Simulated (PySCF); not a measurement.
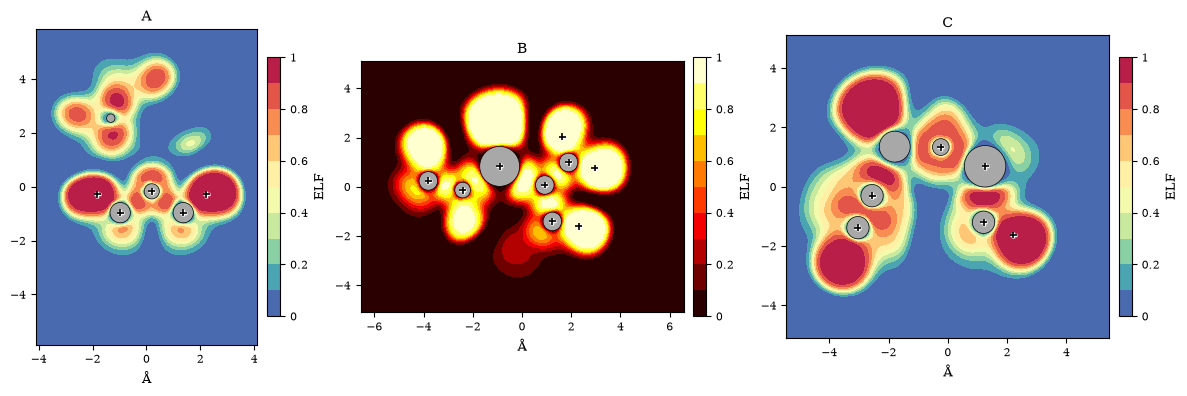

The ELF of 3 systems, each on a plane through atoms (crosses mark nuclei in the plane; grey discs cover the cores).

Theory: PBE0/pcSseg-1, SCF density, gas phase, non-relativistic (PySCF 2.14.0).

System 1: C₅H₁₂BClO, the plane of atoms O2, C3 and H13. Geometry: GFN2-xTB.

```yaml
atoms:
  - { symbol: C, position_ang: [-2.1788, 0.8309, -0.8619] }
  - { symbol: O, position_ang: [-1.0815, 0.0306, -0.4710] }
  - { symbol: C, position_ang: [-1.4998, -1.1689, 0.1499] }
  - { symbol: B, position_ang: [0.0255, 0.8767, 0.4365] }
  - { symbol: C, position_ang: [1.3047, -0.0928, 0.5839] }
  - { symbol: C, position_ang: [2.6639, 0.3355, 0.0849] }
  - { symbol: C, position_ang: [1.9426, -0.7783, -0.5899] }
  - { symbol: Cl, position_ang: [1.3187, -0.5310, -2.2164] }
  - { symbol: H, position_ang: [-1.7785, 1.7034, -1.3724] }
  - { symbol: H, position_ang: [-2.7619, 1.1578, 0.0051] }
  - { symbol: H, position_ang: [-2.8192, 0.2668, -1.5450] }
  - { symbol: H, position_ang: [-2.1165, -1.7440, -0.5460] }
  - { symbol: H, position_ang: [-0.6064, -1.7361, 0.3977] }
  - { symbol: H, position_ang: [-2.0664, -0.9652, 1.0645] }
  - { symbol: H, position_ang: [0.2339, 1.8422, -0.2180] }
  - { symbol: H, position_ang: [-0.5165, 1.0996, 1.4749] }
  - { symbol: H, position_ang: [1.3456, -0.6996, 1.4863] }
  - { symbol: H, position_ang: [2.7218, 1.2800, -0.4336] }
  - { symbol: H, position_ang: [3.5497, 0.0946, 0.6561] }
  - { symbol: H, position_ang: [2.3139, -1.7915, -0.4982] }
```

System 2: C₄H₁₁NOSi₂, the plane of atoms O4, Si5 and C6. Geometry: GFN2-xTB.

```xyz
19

C     3.9165   -0.3168   -0.3653
C     2.9589   -0.5837    0.3108
Si    1.4649   -0.9685    1.3412
O     0.3002    0.1149    1.0334
Si   -0.6632    0.9360    0.0112
C     0.2317    1.3934   -1.5883
N    -1.9534   -0.1186   -0.4132
C    -2.7387   -0.8423    0.5595
H     4.7569   -0.0852   -0.9559
H     0.9854   -2.3096    0.9966
H     1.7584   -0.7730    2.7615
H    -1.0088    2.1070    0.8285
H     0.5556    0.5115   -2.1322
H     1.1160    1.9801   -1.3642
H    -0.3960    1.9832   -2.2475
H    -2.4902    0.0982   -1.2388
H    -3.5804   -0.2544    0.9424
H    -2.0935   -1.1020    1.3948
H    -3.1301   -1.7611    0.1178
```

System 3: C₆H₁₀AlN (SMILES C#CC[C](=C)[AlH][NH]C), the plane of atoms C3, C4 and C5. Geometry: GFN2-xTB.

| atom | x (Å) | y (Å) | z (Å) |
| --- | --- | --- | --- |
| C | -1.8305 | 1.8639 | -1.3732 |
| C | -1.9457 | 1.0328 | -0.5182 |
| C | -2.0540 | -0.0142 | 0.4768 |
| C | -1.0972 | -1.1304 | 0.1208 |
| C | -1.4954 | -2.3983 | 0.0511 |
| Al | 0.7907 | -0.8420 | -0.4343 |
| N | 1.6302 | 0.7329 | -0.4113 |
| C | 3.0482 | 1.0823 | -0.4460 |
| H | -1.7582 | 2.6088 | -2.1084 |
| H | -3.0893 | -0.3704 | 0.5275 |
| H | -1.7813 | 0.4024 | 1.4527 |
| H | -0.7807 | -3.1685 | -0.2199 |
| H | -2.5030 | -2.7384 | 0.2581 |
| H | 1.5194 | -2.1252 | -0.8821 |
| H | 1.0660 | 1.5805 | -0.4061 |
| H | 3.3418 | 1.6486 | 0.4444 |
| H | 3.6336 | 0.1634 | -0.4781 |
| H | 3.2967 | 1.6781 | -1.3302 |

**Which map belongs to which system?**

Panel A is system 1, C₅H₁₂BClO: the plane holds C, O and H. C–O (1.41 Å): the ELF peaks at about 0.90 between the atoms: a shared but strongly polarised pair. Panel B is system 3, C₆H₁₀AlN: the plane holds C, Al, N and H. C–N (1.46 Å): the ELF peaks at about 0.90 between the atoms (localised, covalent bonding). Panel C is system 2, C₄H₁₁NOSi₂: the plane holds C, O, Si and H. C–C (1.20 Å): the ELF peaks at about 0.85 between the atoms (a multiple bond).
